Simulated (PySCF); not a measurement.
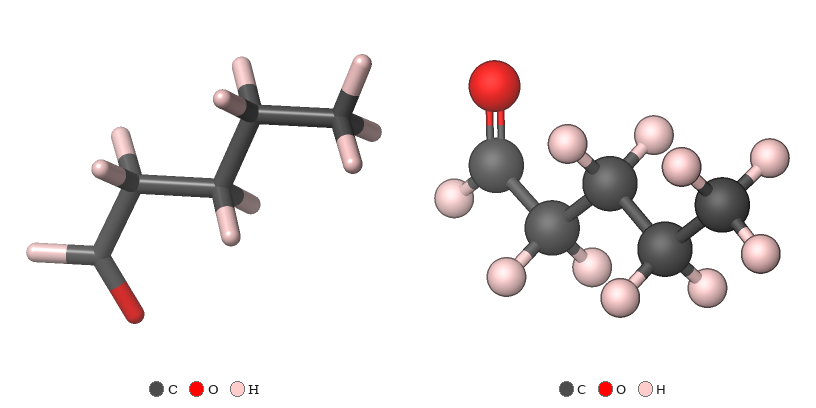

Both panels show the same species.

The geometry was computed by an optimisation with PBE0-D3(BJ)/def2-SVP. No frequency run is at hand to confirm it as a minimum.

**Give the formula.**

C5H10O, 16 atoms: 5 carbon, 10 hydrogen and 1 oxygen.

**Name functional groups in it.**

Among them: aldehyde.

More results for the same structure follow; atom numbers are the same in all pictures, views and colours differ.

### Geometry

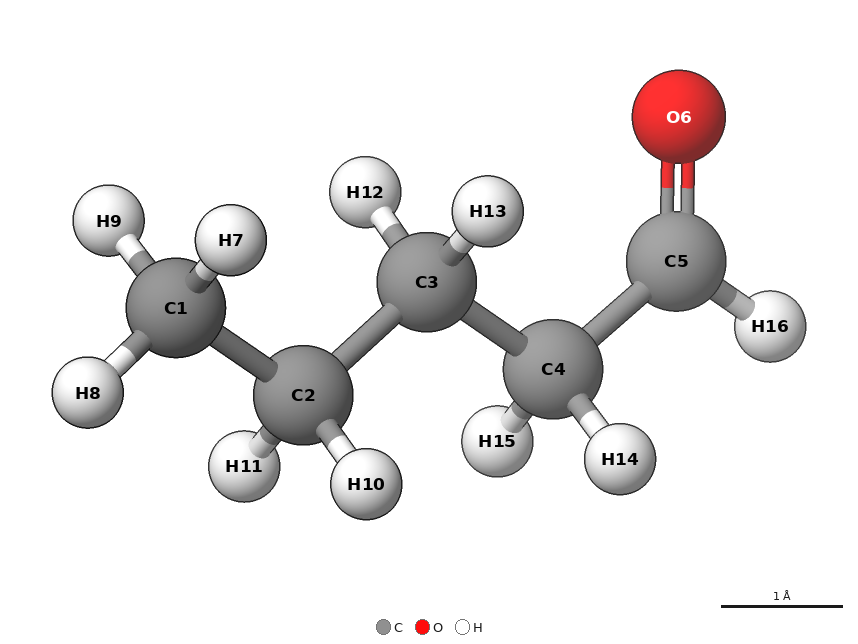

Atoms carry their numbers in the input. No frequency run is at hand to confirm it as a minimum.

**What is the geometry at C5?**

C5 has 3 neighbours (C4 at 1.50, O6 at 1.20, H16 at 1.12 Å); the arrangement is trigonal planar.

**How are the neighbours of atom 4 arranged?**

C4 has 4 neighbours (C3 at 1.52, C5 at 1.50, H14 at 1.11, H15 at 1.11 Å); the arrangement is tetrahedral.

**What is the geometry at C2?**

C2 has 4 neighbours (C1 at 1.52, C3 at 1.52, H10 at 1.10, H11 at 1.10 Å); the arrangement is tetrahedral.

**What is the geometry at C3?**

C3 has 4 neighbours (C2 at 1.52, C4 at 1.52, H12 at 1.10, H13 at 1.10 Å); the arrangement is tetrahedral.

**What is the dihedral angle C1–C2–C3–C4?**

180° in size, that is anti.

### Excitation

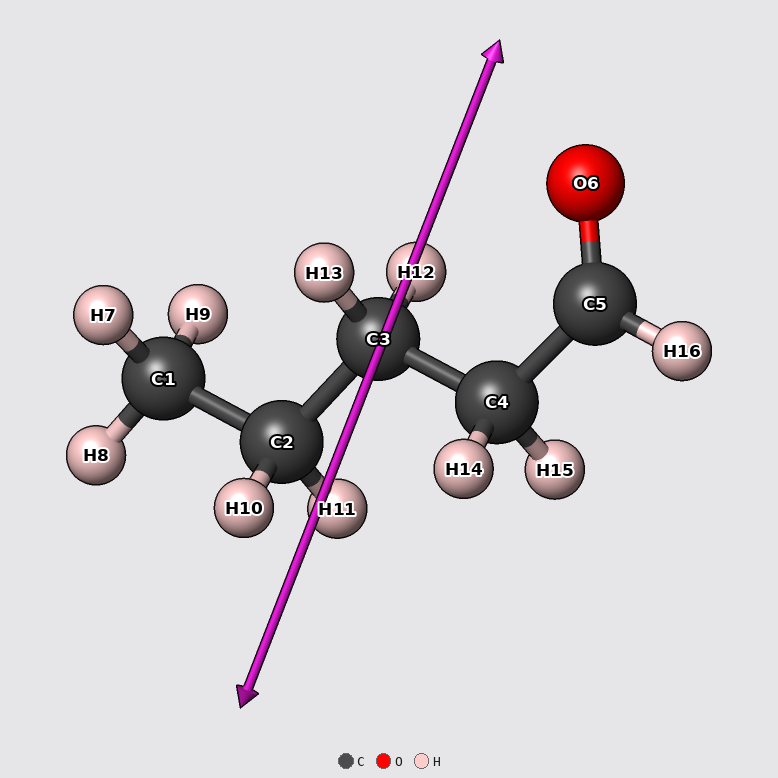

The double arrow shows the direction of the transition dipole to excited singlet state 3 (its length means nothing). No frequency run is at hand to confirm it as a minimum. Level of theory: TDDFT CAM-B3LYP/def2-SVPD, vertical, IEF-PCM dichloromethane (non-equilibrium linear response), core orbitals frozen in the response (PySCF 2.14.0).

**Where does the transition lie, and how strong is it?**

8.08 eV (153 nm), oscillator strength 0.087, mainly HOMO−1 → LUMO (weight 0.67); transition dipole 1.68 D.

### Quadrupole coupling

No frequency run is at hand to confirm it as a minimum. Electric field gradients from the ground-state density, PBE0/pcSseg-1 in chloroform (IEF-PCM) (PySCF 2.14.0), non-relativistic apart from any core potentials.

Give the largest field-gradient component, the quadrupole coupling constant and the asymmetry for 17O at O6 (Q = −25.6 mb).

```tsv
atom	V_zz (a.u.)	e²qQ/h (MHz)	η
O6	−1.991	11.97	0.52
```

### Polarisability

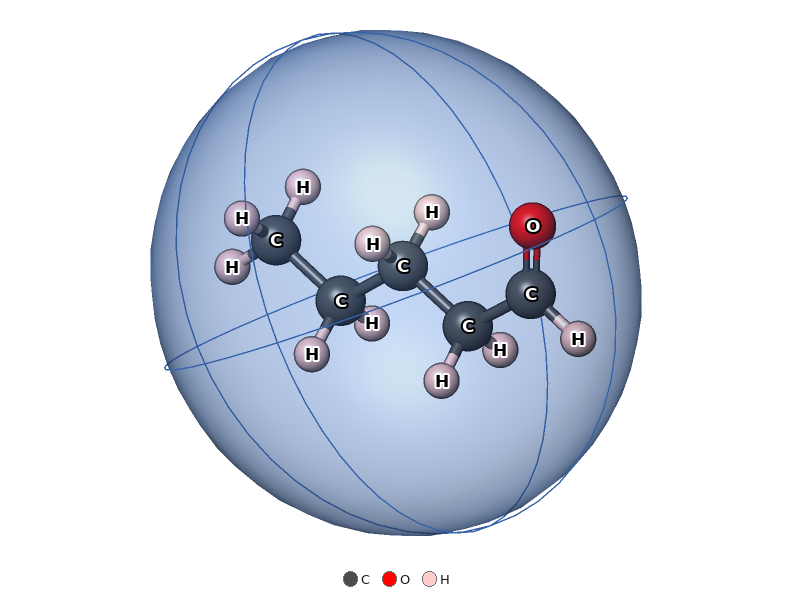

The ellipsoid shows the static dipole polarisability: its half-axes are proportional to the principal values. No frequency run is at hand to confirm it as a minimum. Method: CAM-B3LYP/def2-SVPD in dichloromethane (IEF-PCM) (PySCF 2.14.0).

**How large and how anisotropic is the polarisability?**

Principal values 70.9, 87.5, 89.3 bohr³; mean 82.6 bohr³ (12.23 Å³); anisotropy 17.6 bohr³, so the longest axis is 1.26 times the shortest.
